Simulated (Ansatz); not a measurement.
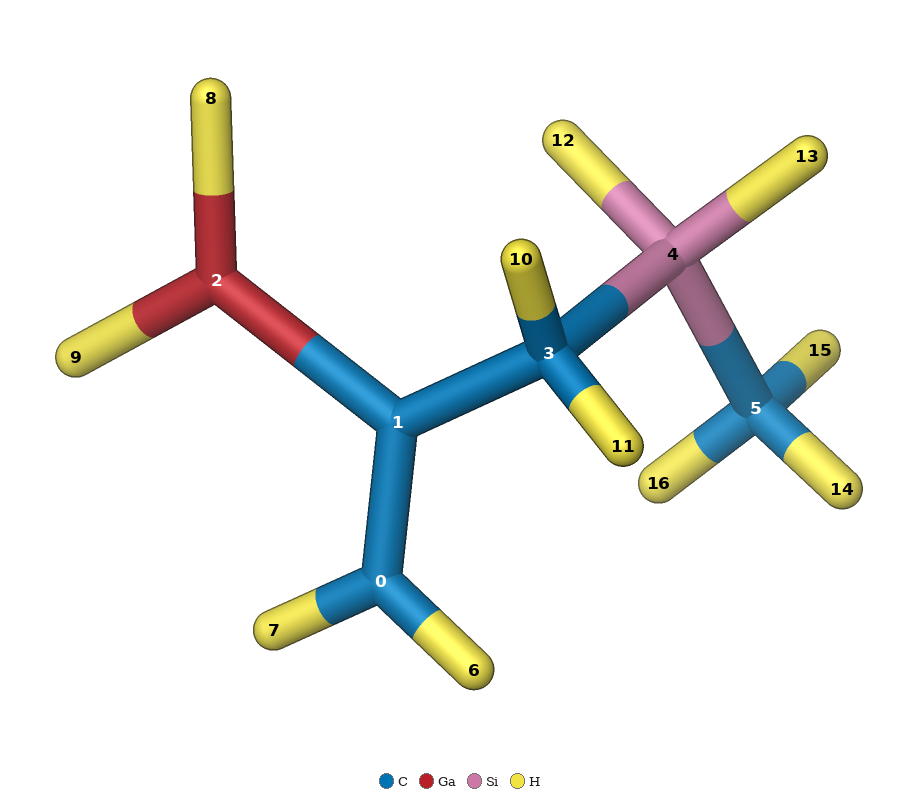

Starting geometry of the run. Atoms are numbered from 0, in the order of the input.

The calculation was set up as follows.

```yaml
crystal:
  periodic: [false, false, false]
  atoms:
    - {symbol: C, position_ang: [-1.471295, -0.678193, 1.307065]}
    - {symbol: C, position_ang: [-0.186595, -0.785587, 0.950908]}
    - {symbol: Ga, position_ang: [1.155920, -0.364077, 2.320465]}
    - {symbol: C, position_ang: [0.229861, -1.173469, -0.431229]}
    - {symbol: Si, position_ang: [0.784679, 0.375345, -1.355343]}
    - {symbol: C, position_ang: [-0.655281, 1.518533, -1.682307]}
    - {symbol: H, position_ang: [-2.284249, -0.922834, 0.622337]}
    - {symbol: H, position_ang: [-1.766075, -0.347270, 2.298276]}
    - {symbol: H, position_ang: [2.671792, -0.708135, 2.091376]}
    - {symbol: H, position_ang: [0.650501, 0.271850, 3.664921]}
    - {symbol: H, position_ang: [1.075398, -1.869081, -0.419168]}
    - {symbol: H, position_ang: [-0.585479, -1.650277, -0.989518]}
    - {symbol: H, position_ang: [1.792825, 1.067187, -0.494660]}
    - {symbol: H, position_ang: [1.453618, 0.003113, -2.634434]}
    - {symbol: H, position_ang: [-1.379324, 1.047810, -2.351940]}
    - {symbol: H, position_ang: [-0.319766, 2.448116, -2.147282]}
    - {symbol: H, position_ang: [-1.166532, 1.766968, -0.749446]}
basis:
  gaussian: {orbitals: def2-mTZVPP, point_charges: [{charge: 1.00, position_ang: [7.508, -0.861, -0.597]}]}
magnetization: {spin_polarized: true, initial_magnetization: 2}
hamiltonian: {xc: {name: B97M-V}}
output: {forces: true}
```

It was started with:

```sh
ansatz run in.yaml --threads 2 --pin off --events-out ev --progress --plain --max-ram 22528MiB --backend cpu
```

Output:

```
Functional definition: B97M-V
  name "B97M-V"
  cite "Mardirossian & Head-Gordon, J. Chem. Phys. 142, 074111 (2015) doi:10.1063/1.4907719"
  cite "Becke, J. Chem. Phys. 107, 8554 (1997) doi:10.1063/1.475007"
  cite "Vydrov & Van Voorhis, J. Chem. Phys. 133, 244103 (2010) doi:10.1063/1.3521275"
  # Of w^i u^j: cxij and so on, Table III.
  parameter cx00 = 1.000
  parameter cx01 = 1.308
  parameter cx02 = 1.901
  parameter cx10 = 0.416
  parameter cx11 = 3.070
  parameter css00 = 1.000
  parameter css02 = -1.855
  parameter css10 = -5.668
  parameter css32 = -20.497
  parameter css42 = -20.364
  parameter cos00 = 1.000
  parameter cos01 = 1.573
  parameter cos03 = -6.298
  parameter cos10 = 2.535
  parameter cos32 = -6.427
  parameter b = 6.0
  parameter c = 0.01
  gx(w, u) = cx00 + cx01*u + cx02*u^2 + (cx10 + cx11*u)*w
  gss(w, u) = css00 + css02*u^2 + css10*w + (css32*w^3 + css42*w^4)*u^2
  gos(w, u) = cos00 + cos01*u + cos03*u^3 + cos10*w + cos32*w^3*u^2
  exchange = spin_sum(e_x_unif_s*gx(b97_w, b97_u_x))
  correlation = spin_sum(e_c_pw_mod_same_spin*gss(b97_w, b97_u_same))
      + integral(e_c_pw_mod_opposite_spin*gos(b97_w_opposite, b97_u_opposite)) + vv10(b, c)
1993 factors; their error is unknown
mean field evaluation 1: about -64539.3497 eV, gradient 7.0e1 eV
mean field evaluation 2: about -64287.3965 eV, gradient 1.9e2 eV
mean field evaluation 4: about -64566.0852 eV, gradient 1.9e1 eV
mean field evaluation 8: about -64568.6082 eV, gradient 3.7e-1 eV
mean field evaluation 16: about -64568.5669 eV, gradient 1.5e-3 eV
mean field evaluation 32: about -64568.4190 eV, gradient 1.0e0 eV
mean field -64568.56691168 eV, -2372.8510678578 hartree, gradient 2.9e-5 eV, S^2 2.006911; 4 other end points of the search recorded, 0 dependent functions left out
the calculation of the forces begins
reference -64568.56699259 eV, -2372.8510708309 hartree; 41, 39 occupied and 153, 155 virtual orbitals, 1993 factors
Total energy: -64568.56699259 eV, -2372.8510708309 hartree
Atom 0 at    -1.471295    -0.678193     1.307065 Å, force    -6.942446     0.514949     0.942261 eV/Å
Atom 1 at    -0.186595    -0.785587     0.950908 Å, force     7.254260    -0.657092    -1.646531 eV/Å
Atom 2 at     1.155920    -0.364077     2.320465 Å, force     0.271764    -0.049930     0.066613 eV/Å
Atom 3 at     0.229861    -1.173469    -0.431229 Å, force    -0.791443    -0.446771     1.122870 eV/Å
Atom 4 at     0.784679     0.375345    -1.355343 Å, force     0.070667     0.749524    -0.091172 eV/Å
Atom 5 at    -0.655281     1.518533    -1.682307 Å, force    -0.034521    -0.080818    -0.004091 eV/Å
Atom 6 at    -2.284249    -0.922834     0.622337 Å, force     0.061275     0.030709     0.204962 eV/Å
Atom 7 at    -1.766075    -0.347270     2.298276 Å, force    -0.008254    -0.075848    -0.241828 eV/Å
Atom 8 at     2.671792    -0.708135     2.091376 Å, force     0.105542    -0.007477    -0.161905 eV/Å
Atom 9 at     0.650501     0.271850     3.664921 Å, force    -0.054076    -0.029063    -0.078376 eV/Å
Atom 10 at     1.075398    -1.869081    -0.419168 Å, force     0.036722     0.244290     0.010381 eV/Å
Atom 11 at    -0.585479    -1.650277    -0.989518 Å, force     0.021542     0.103011    -0.058072 eV/Å
Atom 12 at     1.792825     1.067187    -0.494660 Å, force    -0.016104    -0.143475    -0.148832 eV/Å
Atom 13 at     1.453618     0.003113    -2.634434 Å, force     0.011172    -0.137345    -0.012694 eV/Å
Atom 14 at    -1.379324     1.047810    -2.351940 Å, force     0.080006     0.103854     0.100874 eV/Å
Atom 15 at    -0.319766     2.448116    -2.147282 Å, force    -0.064741    -0.131924     0.076563 eV/Å
Atom 16 at    -1.166532     1.766968    -0.749446 Å, force     0.044011     0.002837    -0.119452 eV/Å
Dipole moment:    -0.819167    -0.040772    -0.562142 e Å
```

The calculation finished and met its thresholds.

The spin state was imposed, and no run here compares it with a lower spin, which may lie lower.
